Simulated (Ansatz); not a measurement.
BN2H6O: several calculations on one system

### Relaxation

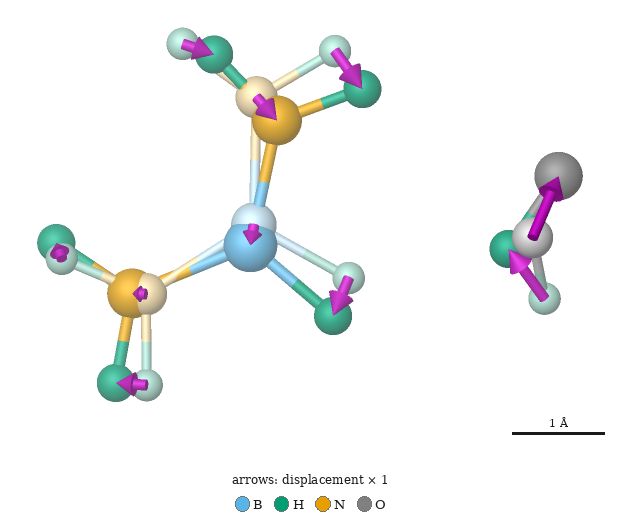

This is a relaxation of BN$_{2}$H$_{6}$O (multiplicity 2). The starting structure is drawn faded, the final one solid; purple arrows show the displacements, at their true length. The two geometries are superimposed by the best rigid fit.

A ball-and-stick model, seen face on.

The run prepares an end point of a later path (reaction) calculation, from a guessed geometry.

Computed with Ansatz 0.2.0, UKS BHLYP/def2-mTZVP.

The input:
```yaml
crystal:
  periodic: [false, false, false]
  atoms:
    - { symbol: B, position_ang: [-0.22662, -0.108591, -0.116068] }
    - { symbol: H, position_ang: [-0.443351, -0.479358, 0.994793] }
    - { symbol: "N", position_ang: [1.111734, 0.048578, -0.506008] }
    - { symbol: H, position_ang: [1.865262, -0.088451, 0.134974] }
    - { symbol: H, position_ang: [1.407612, 0.371194, -1.40599] }
    - { symbol: "N", position_ang: [-1.32196, 0.136804, -0.961776] }
    - { symbol: H, position_ang: [-2.265451, 0.033499, -0.652829] }
    - { symbol: H, position_ang: [-1.249924, 0.472866, -1.901427] }
    - { symbol: O, position_ang: [0.585184, -0.203492, 2.936213] }
    - { symbol: H, position_ang: [0.023114, -0.984149, 3.045218] }
magnetization:
  spin_polarized: true
  initial_magnetization: 1
basis:
  gaussian: { orbitals: def2-mTZVP }
hamiltonian:
  xc: { name: BHLYP }
relax:
  f_tol: 0.03
  max_steps: 50
```

Launched with:
```bash
ansatz run input.yaml --threads 4 --pin off --max-ram 5120MiB --backend cpu --events-out ev --progress --plain --runs-dir out
```

Q: Describe the change and its energy.

A: The atom that moves furthest after the best rigid fit is O9 (0.85 Å). By element the largest moves are O 0.85 Å, H 0.71 Å, N 0.36 Å, B 0.23 Å. After 11 accepted moves (14 points after the start) the energy has fallen by 0.096 eV. The largest force component goes from 0.094 to 0.026 eV/Å. The line search rejected the trial steps at points 6, 8, 12 of the run. The forces were under the threshold at step 11, but the run went on from there. Cost: 64 s on 4 threads of Arm Neoverse V2, with other jobs on the host, peak memory 0.26 GiB.

### Relaxation

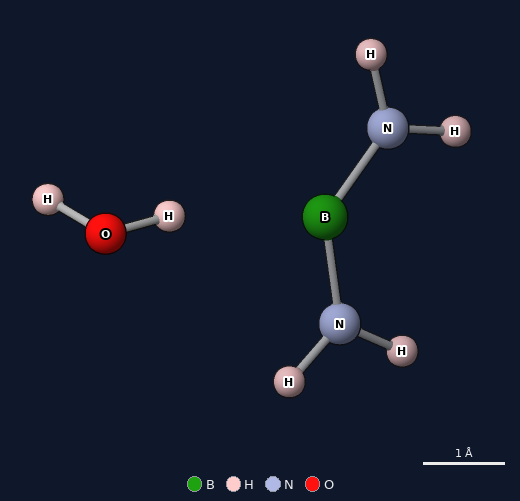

Starting structure of BN₂H₆O (multiplicity 2). Style: ball-and-stick. Shown from a free direction.

The run prepares an end point of a later path (reaction) calculation, from a guessed geometry.

Level of theory: UKS BHLYP/def2-mTZVP in Ansatz 0.2.0.

Input
```yaml
crystal:
  periodic: [false, false, false]
  atoms:
    - { symbol: B, position_ang: [-0.170086, 0.026299, -0.326269] }
    - { symbol: H, position_ang: [-0.057186, -0.204611, 2.049506] }
    - { symbol: "N", position_ang: [1.153902, 0.073495, -0.746981] }
    - { symbol: H, position_ang: [1.922748, -0.022246, -0.116697] }
    - { symbol: H, position_ang: [1.439647, 0.232946, -1.696461] }
    - { symbol: "N", position_ang: [-1.335176, 0.144582, -1.077215] }
    - { symbol: H, position_ang: [-2.245388, 0.12497, -0.66833] }
    - { symbol: H, position_ang: [-1.353768, 0.297329, -2.069682] }
    - { symbol: O, position_ang: [0.212797, -0.29933, 2.987911] }
    - { symbol: H, position_ang: [-0.081891, -1.174535, 3.231319] }
magnetization:
  spin_polarized: true
  initial_magnetization: 1
basis:
  gaussian: { orbitals: def2-mTZVP }
hamiltonian:
  xc: { name: BHLYP }
relax:
  f_tol: 0.03
  max_steps: 50
output:
  orbitals: {}
```

Command:
```bash
ansatz run input.yaml --threads 4 --pin off --max-ram 5120MiB --backend cpu --events-out ev --progress --plain --runs-dir out
```

### Where does the relaxation end?

The energy falls by 0.051 eV in 12 accepted moves (15 points after the start). Largest force component: 0.82 eV/Å at the start, 0.0083 eV/Å at the end. The line search rejected the trial steps at points 3, 7, 14 of the run. The largest move after the best rigid fit is that of H4, 0.78 Å. Largest moves by element: H 0.78 Å, O 0.63 Å, N 0.49 Å, B 0.36 Å. Some distances before and after: H2–O9 0.981 → 0.960 Å. Cost: 25 s on 4 threads of Arm Neoverse V2 (shared host), peak memory 0.23 GiB.

The structure at the end:

```xyz
10

B    -0.5251    0.0493   -0.3327
H    -0.0678   -0.1763    2.1911
N     0.8615   -0.0160   -0.3705
H     1.4064   -0.1381    0.4602
H     1.4112    0.0955   -1.2036
N    -1.4296    0.2302   -1.3772
H    -2.4172    0.2683   -1.2396
H    -1.1621    0.3414   -2.3389
O     0.7538   -0.3059    2.6709
H     0.6544   -1.1495    3.1073
```

After the run, drawn alike:

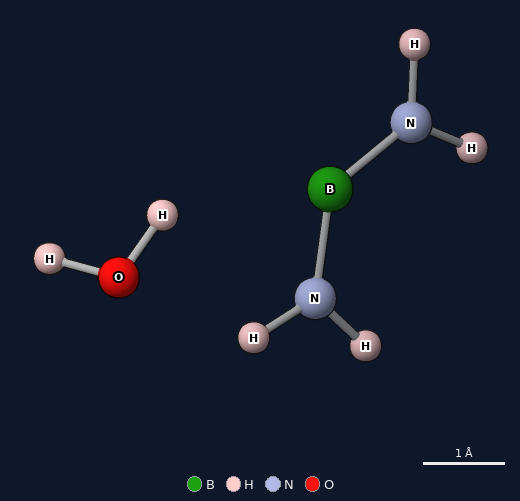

Limits of the set-up: the start holds two separate molecules, 2.4 Å apart at their closest, whose relative position is a soft coordinate and is computed without a dispersion correction.

### Path

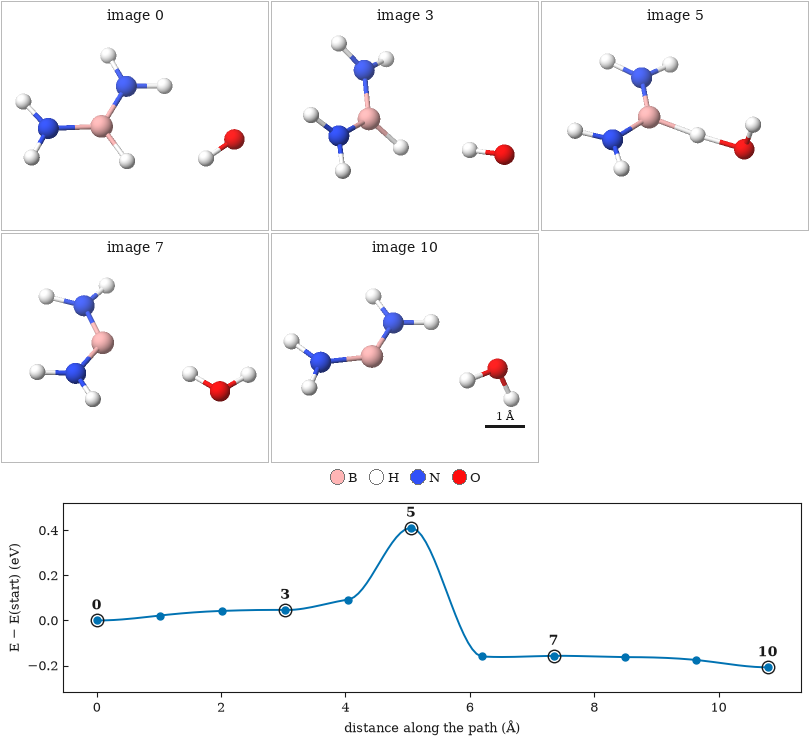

NEB run on BN₂H₆O (multiplicity 2). Images are numbered from 0 (start) to 10 (end). Style: ball-and-stick. Shown at a tilt.

Theory: UKS BHLYP/def2-mTZVP (Ansatz). Settings: 9 movable images; climbing image; force threshold 0.05 eV/Å; iteration limit 60; starting path through a guess of the saddle point.

> Describe the mechanism and the energy profile.

The energy climbs by 0.41 eV to image 5 and then falls by 0.62 eV, so the end point sits at −0.21 eV. A hydrogen atom shifts from one atom to another. Breaking: B–H (1.19 → 2.57 Å). Forming: H–O (2.92 → 0.96 Å). The band converged in 42 iterations. The largest component of the band force went from 17 to 0.02 eV/Å. The climbing image converged on the top of the path. Its vibrational analysis gives one imaginary mode (1498i cm⁻¹), as a transition state must have.

Cost: 17 min on 4 threads of Arm Neoverse V2 (shared host), peak memory 0.26 GiB.
